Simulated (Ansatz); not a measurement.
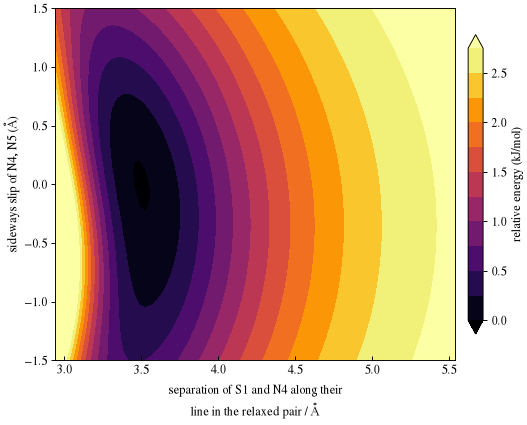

The pair H₂S···N₂. 
- Coordinates scanned: (1) separation of S1 and N4 along their line in the relaxed pair; (2) sideways slip of N4, N5.
- Nothing is relaxed (both partners rigid).
- The scan uses a 15 × 15 grid.
- Points are written as (first, second).
- Energies are in kJ/mol, from the lowest grid point.
- Method: RKS PBE0-D4/def2-TZVPD in Ansatz 0.2.0.

The picture shows filled contours, one colour for all values above the top of the scale. Between grid points the surface is interpolated.

The lowest grid point is at (3.556 Å, 0.000 Å). It is the only kind of minimum in the scanned range. The highest grid point, (2.941 Å, −0.643 Å), lies 6.45 kJ/mol above the lowest.

The level of theory is changed to Ansatz 0.2.0, RHF/def2-TZVPD; with it change the reference geometry, relaxed at the new level; the new grid has 15 × 15 points.

What will the new map look like?

The minimum (interpolated where it lies between grid points) moves from about (3.501 Å, −0.007 Å) to about (4.550 Å, 0.008 Å). The curvature at the minimum changes from about 0.14 to 0.029 eV/Å² along the first coordinate and from about 0.0096 to 0.0038 eV/Å² along sideways slip of N4, N5.

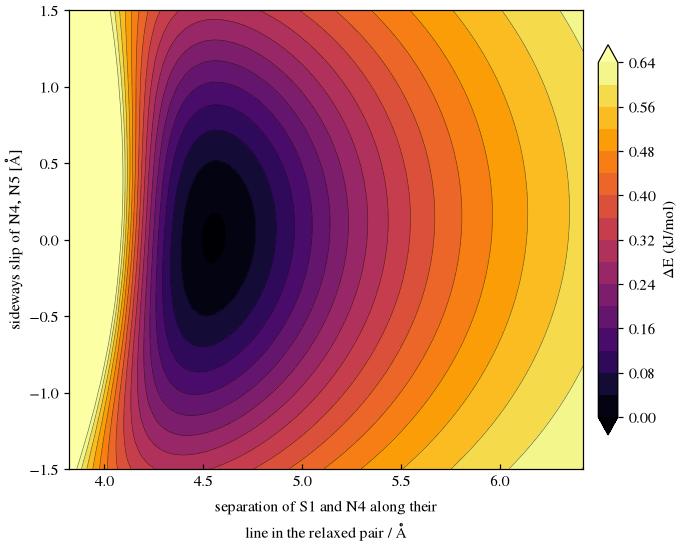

The map after the change, on a colour scale of its own. Drawn: filled contours, one colour for all values above the top of the scale. Between grid points the surface is interpolated.
